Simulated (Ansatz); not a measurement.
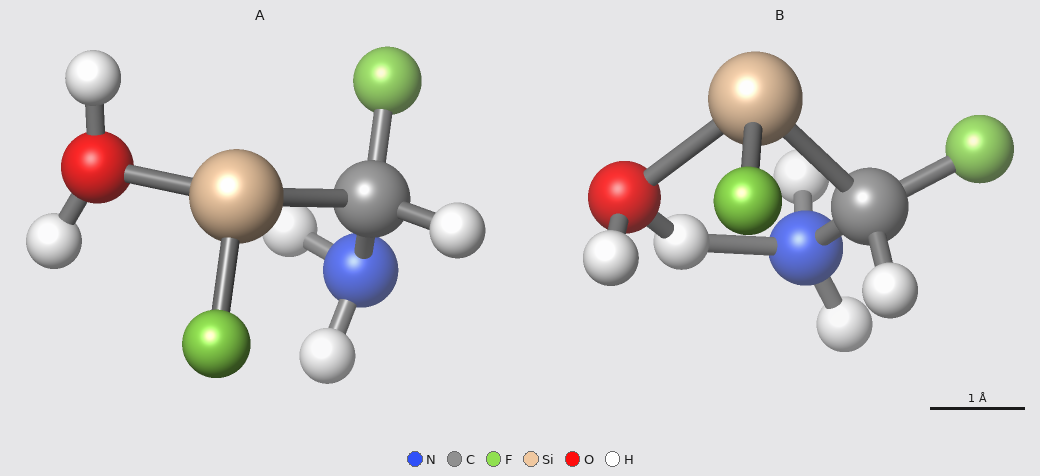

Two geometries of CH5F2NOSi, drawn at one scale. One is the start of a relaxation, the other its converged end. A ball-and-stick model, seen at a tilt.

Computed with RKS LDA/def2-SVP (Ansatz). Settings: no spin polarisation; force threshold 0.02 eV/Å; at most 50 steps.

### Which one is relaxed?

Structure B is the relaxed one. The run prepares an end point of a later path (hydrogen shift) calculation, from a guessed geometry. An H atom moves most after the best rigid fit: 1.97 Å. Largest moves by element: H 1.97 Å, F 1.70 Å, Si 1.05 Å, N 0.85 Å, O 0.36 Å, C 0.25 Å. Near-neighbour distances that change, for instance: H–N 3.582 → 1.498 Å, O–Si 1.704 → 1.946 Å, C–Si 1.876 → 2.002 Å, H–O 0.974 → 1.084 Å. Among the angles between lasting bonds that change: H–O–H 148.0° → 107.6°, C–Si–O 113.7° → 84.3°, Si–O–H 114.3° → 97.3°. After 36 accepted moves (41 points after the start) the energy has fallen by 260.4 kJ/mol. Largest force component: 3.9 eV/Å at the start, 0.008 eV/Å at the end. The line search rejected the trial steps at points 16, 28, 35, 37, 40 of the run. The run took 2.2 min on 2 threads of Arm Neoverse N1, on a shared host, peak memory 0.18 GiB.
